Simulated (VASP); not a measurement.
Shape and ions are relaxed at each volume.

Energy against volume of Be (hcp). Method: PW91 GGA, VASP's PBE PAW potentials (set 64) (plane waves; VASP).

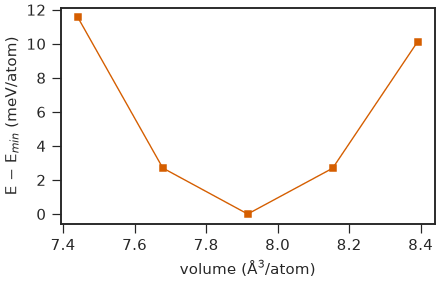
Figure. Energy against volume

Task: Estimate the equilibrium volume and the bulk modulus.

Result: The minimum lies near 7.9 Å³/atom, and the curvature gives B0 of about 120 GPa.

The compound is Be in the hcp structure. It was relaxed first.
